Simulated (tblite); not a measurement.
# Molecular dynamics, with input and output: C3H9B

- system: C3H9B (trimethylborane), SMILES CB(C)C
- method: GFN2-xTB Langevin dynamics, gas phase (tblite 0.8.0)

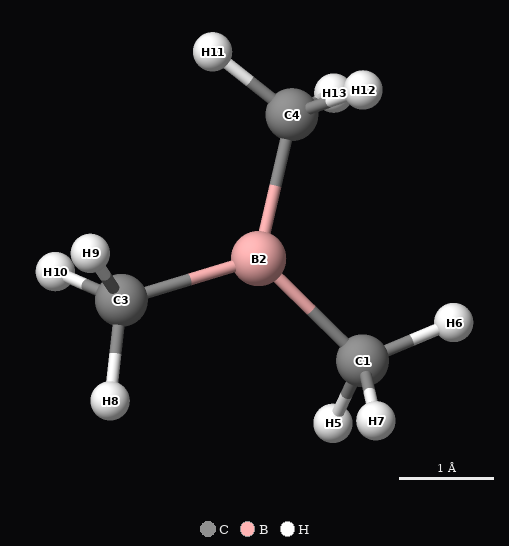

*The input geometry (ball-and-stick view, seen at a tilt; atoms are numbered from 1 in the order of the input).*

Bond lengths as drawn: B–C 1.58 Å and C–H 1.09 Å.

### Input file
```
{"job": {"dt": 1.5, "steps": 8000, "equilibration": 400, "friction": 0.005, "h_mass": 4.0, "temperature": 300, "xc": "GFN2-xTB", "basis": "xTB", "kind": "md"}, "charge": 0, "multiplicity": 1}
C     -0.780233     1.681086     0.132671
B      0.525003     0.824846    -0.097358
C      1.748151     0.969047     0.888715
C      0.607216    -0.174617    -1.315264
H     -0.545495     2.745156     0.130388
H     -1.561765     1.514503    -0.604827
H     -1.204330     1.477202     1.115507
H      1.559804     1.609147     1.747227
H      2.071287    -0.002380     1.260615
H      2.606809     1.379772     0.357334
H      1.570934    -0.665122    -1.429859
H     -0.146531    -0.954737    -1.207822
H      0.374851     0.328684    -2.253025
```

The first line tells a small driver script what to run in tblite; the rest is the geometry in Å.

Run on 1 CPU thread, shared host.

Run as:
```bash
OMP_NUM_THREADS=1 python <driver script> task.json out
```

### What the program printed
```
t/fs     T/K   E - E0/eV
     0.0    414.0     0.0000
   525.0    338.5     0.6201
  1050.0    178.5     0.3635
  1575.0    288.3     0.5248
  2100.0    337.9     0.4231
  2625.0    308.4     0.2701
  3150.0    495.6     0.5623
  3675.0    368.2     0.3446
  4200.0    415.1     0.6274
  4725.0    298.1     0.4190
  5250.0    258.5     0.3999
  5775.0    279.7     0.4197
  6300.0    292.3     0.5146
  6825.0    502.3     0.4951
  7350.0    617.0     0.4539
  7875.0    347.4     0.5125
  8400.0    309.0     0.4191
  8925.0    353.4     0.6306
  9450.0    430.9     0.2690
  9975.0    234.9     0.3316
 10500.0    242.2     0.4837
 11025.0    320.4     0.5529
 11550.0    341.7     0.4838
 12075.0    215.9     0.3127
 12600.0    278.5     0.3531
```

### Trajectory as extended XYZ (Å, eV, eV/Å), 8 of the 25 frames kept, from step=0 to step=8400
```
13
Properties=species:S:1:pos:R:3:forces:R:3 step=0 time_fs=0.0 energy=-332.72009 temperature=414.0
C    -0.7802    1.6811    0.1327    0.0000  -0.0010   0.0000
B     0.5250    0.8248   -0.0974   -0.0010   0.0010  -0.0030
C     1.7482    0.9690    0.8887   -0.0020   0.0000   0.0000
C     0.6072   -0.1746   -1.3153   -0.0020  -0.0010  -0.0020
H    -0.5455    2.7452    0.1304    0.0010  -0.0010   0.0010
H    -1.5618    1.5145   -0.6048    0.0010   0.0000   0.0020
H    -1.2043    1.4772    1.1155    0.0010   0.0000  -0.0010
H     1.5598    1.6091    1.7472    0.0000   0.0010   0.0000
H     2.0713   -0.0024    1.2606    0.0010   0.0000   0.0010
H     2.6068    1.3798    0.3573   -0.0010  -0.0010   0.0000
H     1.5709   -0.6651   -1.4299   -0.0030   0.0020   0.0000
H    -0.1465   -0.9547   -1.2078    0.0030  -0.0010   0.0010
H     0.3749    0.3287   -2.2530    0.0030   0.0000   0.0010
13
Properties=species:S:1:pos:R:3:forces:R:3 step=1050 time_fs=1575.0 energy=-332.19532 temperature=288.3
C     0.7833    1.0160    0.5500    0.5090   1.4700   0.2420
B     1.4193    1.8391    1.7693    1.1180  -1.1330  -0.4180
C     0.5767    2.9207    2.4420   -1.2280   1.1610   0.5080
C     2.9166    1.4325    2.0740   -1.1440  -0.8480  -0.5290
H     1.5317    1.1386   -0.2950   -1.4040  -0.4950   0.6840
H     0.6516   -0.0135    0.8405    0.1380  -0.2780  -0.3320
H    -0.2080    1.4502    0.3674    0.3710  -0.3900  -0.7470
H    -0.4258    2.4802    2.3986   -0.2090   0.5340   0.2610
H     0.6864    3.4130    3.4280    0.4900  -0.9310  -0.2730
H     0.5531    3.8037    1.7962   -0.1560  -0.1640  -0.3600
H     3.5175    2.0904    1.4847    0.6530  -0.0240  -0.5070
H     3.1657    1.6017    3.0724    0.5770   0.2240   1.6120
H     3.0759    0.3552    1.8580    0.2840   0.8750  -0.1410
13
Properties=species:S:1:pos:R:3:forces:R:3 step=2450 time_fs=3675.0 energy=-332.37553 temperature=368.2
C    -1.8204    2.2505    3.9713   -0.3000   0.8920   0.0340
B    -1.6176    3.7169    3.2759    0.4090  -0.6020   0.4900
C    -2.7362    4.3961    2.3502    1.7560  -0.1380   0.3130
C    -0.1682    4.3912    3.3593   -0.3280  -0.3890   1.4060
H    -2.5126    2.2653    4.8217   -0.2490   0.1860  -0.4420
H    -2.1850    1.5404    3.2442   -0.3880  -0.0750  -0.1660
H    -0.9545    1.7844    4.4014    0.8000   0.1580  -0.0230
H    -3.6674    4.6347    2.8129   -0.7760  -0.6940  -0.0440
H    -2.3692    5.3737    2.0394    0.0750  -0.1030  -0.4510
H    -2.7296    3.6922    1.4972   -0.7620   0.6740   0.2900
H     0.0249    5.1499    2.6441    0.1250   0.4810  -0.7800
H    -0.0078    4.8890    4.3384   -0.4290  -0.1890  -0.2980
H     0.6357    3.6640    3.3616    0.0670  -0.2010  -0.3290
13
Properties=species:S:1:pos:R:3:forces:R:3 step=3500 time_fs=5250.0 energy=-332.32019 temperature=258.5
C    -1.1739    4.0326    1.0661   -0.4420   0.2800  -0.1050
B    -0.9053    5.5739    0.8924   -0.0750   0.3960   0.4170
C    -1.4354    6.6249    1.9946    1.9080  -1.0410  -1.0420
C     0.1103    6.1344   -0.1304    0.9220   0.5610  -0.1400
H    -1.2947    3.8184    2.1409   -0.3580  -0.3220  -0.6840
H    -2.0985    3.8384    0.4718    0.5130  -0.2430   0.7730
H    -0.3913    3.3891    0.6679   -0.1130   0.0510   0.0100
H    -2.4695    6.8244    1.9823   -0.8110   0.6490  -0.0510
H    -1.2210    6.0596    2.8763   -0.0200   0.1310   1.0370
H    -0.7390    7.4785    1.9491   -1.0380   0.0120   0.2700
H    -0.2931    6.8308   -0.8352   -0.7070   0.4340  -0.4310
H     0.8436    6.7783    0.3894   -0.0560  -0.5000  -0.0590
H     0.6445    5.4245   -0.7395    0.2750  -0.4090   0.0040
13
Properties=species:S:1:pos:R:3:forces:R:3 step=4900 time_fs=7350.0 energy=-332.26616 temperature=617.0
C     0.5854    6.7932   -1.0007   -0.1810  -0.8250   1.2680
B     0.8610    6.9937    0.5553   -0.8330   0.0950   0.3840
C    -0.2856    6.4131    1.4685   -0.1340   1.7690   0.7190
C     1.9785    7.9103    1.2488   -0.3350  -2.1840  -0.6300
H     1.0153    7.5977   -1.4909    0.3710   1.6240  -1.3210
H     1.0450    5.9276   -1.4404    0.3510  -0.5800   0.0850
H    -0.4774    6.6651   -1.2089    0.1300   0.3460  -0.0100
H    -0.9503    5.8002    0.9686   -1.0710  -1.6480  -1.2130
H    -0.0751    5.9332    2.4082    0.3760   0.1500   0.3710
H    -0.9607    7.2859    1.6768    0.7190  -0.3210   0.2460
H     2.8086    7.9464    0.5781    0.7490   0.4150  -0.1670
H     1.6953    8.8720    1.5622   -0.4420   1.0550   0.0970
H     2.2649    7.3625    2.1417    0.2980   0.1020   0.1720
13
Properties=species:S:1:pos:R:3:forces:R:3 step=5950 time_fs=8925.0 energy=-332.08953 temperature=353.4
C     0.3101    9.3794    1.9357   -1.3960   2.4490   1.2430
B    -0.4436    8.5662    3.0622    0.2380  -0.8390   1.0030
C    -1.9440    8.7834    3.5583    0.7110  -0.9480   1.5230
C     0.4003    7.4307    3.8485    1.6370   0.4670  -0.3150
H     0.5446   10.4526    2.2620    0.1690  -1.3050   0.4300
H     1.2333    8.9751    1.6052    0.2550  -0.3500  -0.7070
H    -0.4305    9.7274    1.2164    0.2720  -0.8970  -0.8970
H    -2.4568    9.5819    3.0824   -0.3900   0.8670   0.1950
H    -2.5040    7.8956    3.3119   -0.1580  -0.4960  -0.3860
H    -2.0440    8.7395    4.7177    0.2560   0.7290  -1.9070
H     0.3696    7.4857    4.9358   -0.5560   0.0740  -0.0320
H     0.3475    6.3656    3.6025   -0.6370   0.3500  -0.1870
H     1.4735    7.6504    3.6384   -0.4010  -0.1010   0.0370
13
Properties=species:S:1:pos:R:3:forces:R:3 step=7350 time_fs=11025.0 energy=-332.16720 temperature=320.4
C    -1.0277    8.8297    2.7020    1.0360  -0.3470   2.7310
B    -0.7304    7.5124    3.5261    0.2040   0.8040  -0.2460
C    -1.6383    7.3673    4.8107   -0.1680  -2.9030  -0.7060
C     0.5175    6.7190    2.9553    0.6570  -1.1240  -0.0900
H    -1.1160    8.6050    1.7136   -0.4320  -0.0540  -2.6430
H    -1.8396    9.3771    3.1304   -0.4000   0.5250  -0.2770
H    -0.0838    9.3498    2.8699   -0.2150   0.5860  -0.3030
H    -1.5968    8.2292    5.4064    0.0680   0.9240   0.7850
H    -2.7106    7.2083    4.5168    0.9200   0.2160   0.2300
H    -1.3411    6.4574    5.3956   -0.3980   0.8750  -0.1020
H     1.3768    7.3240    2.4959   -1.2840  -0.7450   0.9700
H     0.9243    5.9122    3.6321   -0.1210   1.0170  -0.5830
H     0.1191    6.1416    2.0975    0.1330   0.2280   0.2330
13
Properties=species:S:1:pos:R:3:forces:R:3 step=8400 time_fs=12600.0 energy=-332.36701 temperature=278.5
C     0.7262    8.6596    4.4825   -0.0270  -0.5700   1.9480
B    -0.1892    7.4194    4.7843   -1.4910   0.1100   0.1250
C    -1.3815    7.5827    5.8334   -0.3220   0.4010  -0.4430
C    -0.1646    6.0011    4.0734    1.8910   0.1350  -1.1050
H     0.2885    9.6627    4.5543    0.1540  -0.4790   0.2700
H     1.4845    8.4982    5.3235   -0.5420   0.6730  -1.1830
H     1.1736    8.5570    3.5451    1.0800   0.0590  -1.2010
H    -2.1060    8.3486    5.5189    0.3220  -0.0600  -0.1250
H    -1.9698    6.6871    5.9475   -0.0760  -0.3790   0.1290
H    -1.0792    7.9048    6.8129    0.3190   0.0770   0.4070
H     0.8971    5.6546    3.8689   -0.9660   0.4720   0.0150
H    -0.5509    5.2509    4.7298   -0.6100  -0.4350  -0.0020
H    -0.6590    5.9881    3.0635    0.2690  -0.0060   1.1660
```

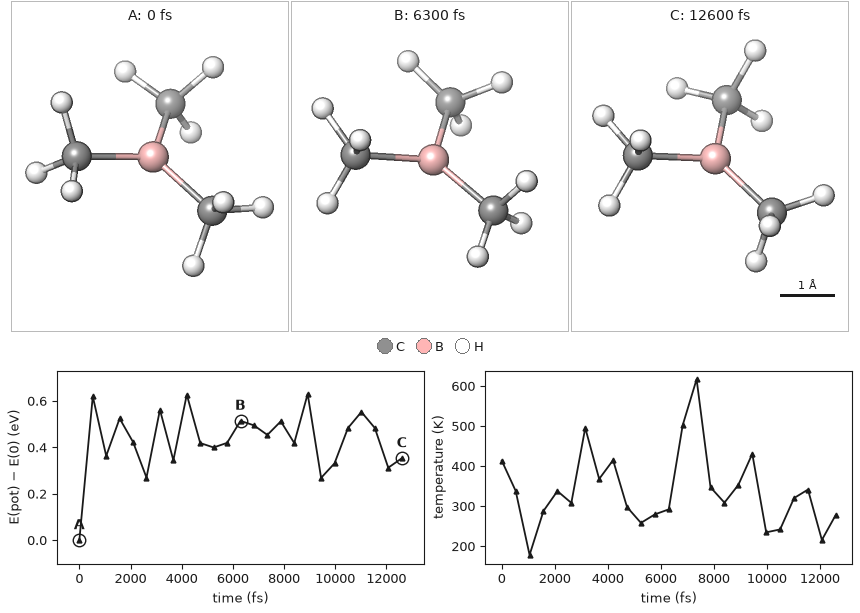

*Frames of the molecular dynamics (ball-and-stick, seen at a tilt) above the curves, on which the letters mark them.*

The trajectory kept here has 25 frames over 12600 fs. The temperature starts at 414 K, ranges from 178 to 617 K and averages 345 K over the second half. The potential energy ends 0.353 eV above its first value. After an unweighted best fit of the last frame on the first, the root-mean-square displacement is 1.22 Å, and H13 has moved furthest (2.33 Å).

### Key numbers

- outcome: finished
- mean temperature over the second half: 345 K
- trajectory: 25 frames kept, 12600 fs
- wall time: 27 s
- peak memory: 0.38 GiB
